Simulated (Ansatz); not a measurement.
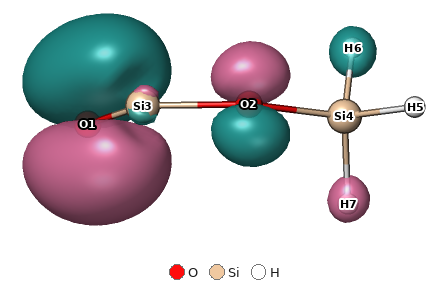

Figure 1: H3O2Si2 (doublet). The HOMO−1 (β) at ±0.1 Å⁻³ᐟ² (teal and pink are the two phases), seen from one side.

Geometry: B3LYP-D3(BJ)/def2-SVP.

Theory: isolated molecule in a Gaussian basis; Kohn-Sham density functional theory, functional PBE0 in Ansatz.

```xyz
7

O     1.1378   -1.9768    1.0227
O     0.1931   -0.4748   -1.2022
Si    0.0457   -1.5867   -0.0057
Si    1.1746    0.6568   -1.9768
H     0.3528    1.3100   -3.0271
H     2.3356   -0.0415   -2.5906
H     1.6428    1.6635   -0.9870
```

### Where does this orbital lie, and at what energy?

Its weight (Hirshfeld) is mainly on O1 (about 70 %), Si3 (about 20 %) and O2 (about 5 %). Its energy is −8.97 eV.
